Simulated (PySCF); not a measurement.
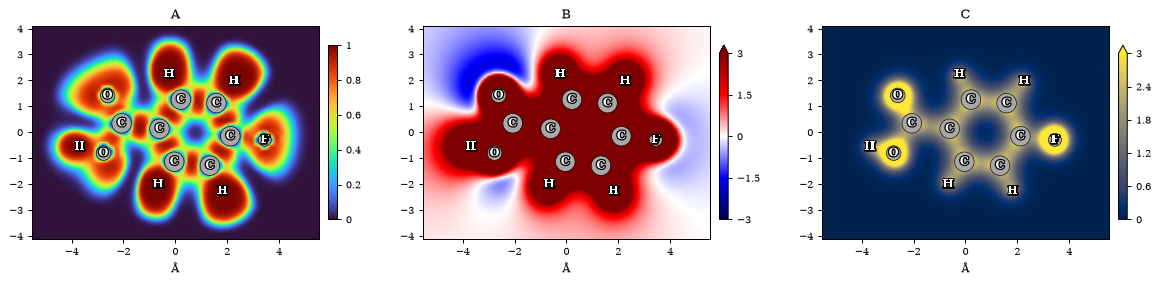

C7H5FO2 (SMILES O=C(O)c1ccc(F)cc1): 3 fields on the molecular plane, with unlabelled colour scales. Grey discs cover the atomic cores.

Geometry: PBE0-D3(BJ)/def2-TZVP.

Theory: PBE0/pcSseg-2, SCF density, gas phase, non-relativistic (PySCF).

The panels show electron density, electron localisation function and electrostatic potential in some order. Assign them.

Panel A: electron localisation function. Panel B: electrostatic potential (strongly positive close to the atoms, with negative regions outside electron-rich atoms). Panel C: electron density. From the grid: C–O (1.20 Å): the density is about 3.4 e/Å³ at the midpoint; the ELF peaks at about 0.85 between the atoms: a short, multiple covalent bond. C–F (1.33 Å): ρ is about 2.4 e/Å³ halfway; the ELF peaks at about 0.85 between the atoms, as expected for a shared but strongly polarised pair.
